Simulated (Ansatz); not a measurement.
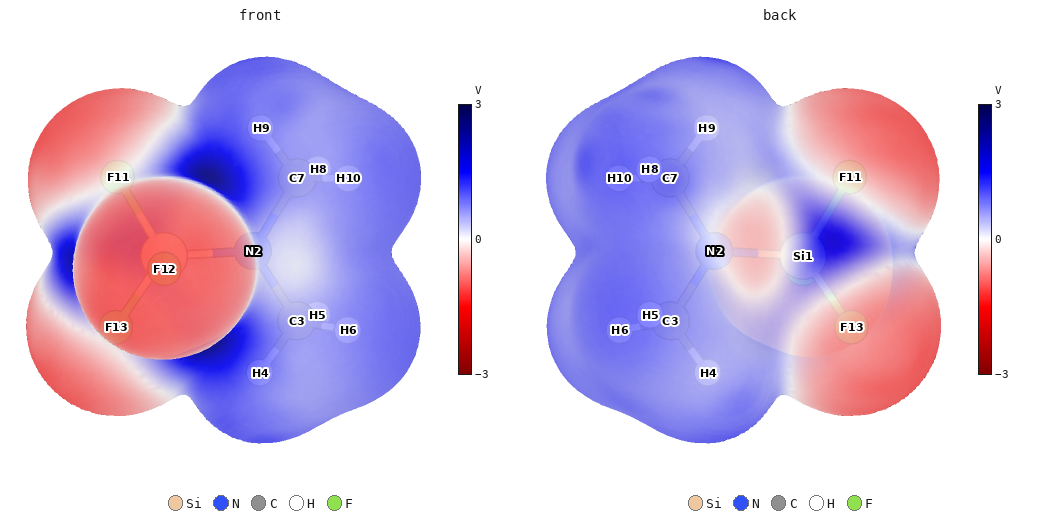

Figure 1: C₂H₆F₃NSi. The electrostatic potential painted on the density surface at 0.002 e/bohr³, seen from the front and from behind; the colour scale runs from red (negative) to blue (positive).

Computed with Ansatz 0.2.0, RHF/6-31G*.

```
atom    x (Å)    y (Å)    z (Å)
  Si   0.0092  -0.0331   0.0747
   N   0.0266  -0.0662   1.7477
   C  -1.1435  -0.4201   2.5335
   H  -1.9147  -0.8401   1.9014
   H  -0.8826  -1.1649   3.2795
   H  -1.5539   0.4465   3.0456
   C   1.1380   0.4468   2.5308
   H   1.4388  -0.2831   3.2767
   H   1.9918   0.6446   1.8968
   H   0.8701   1.3673   3.0433
   F   1.4664  -0.2203  -0.4843
   F  -0.5256   1.2965  -0.5820
   F  -0.9189  -1.1739  -0.4807
```

### Where is the surface potential most negative and most positive?

The most negative region (about −1.0 V) lies over F12, the most positive (about +2.3 V) over Si1.
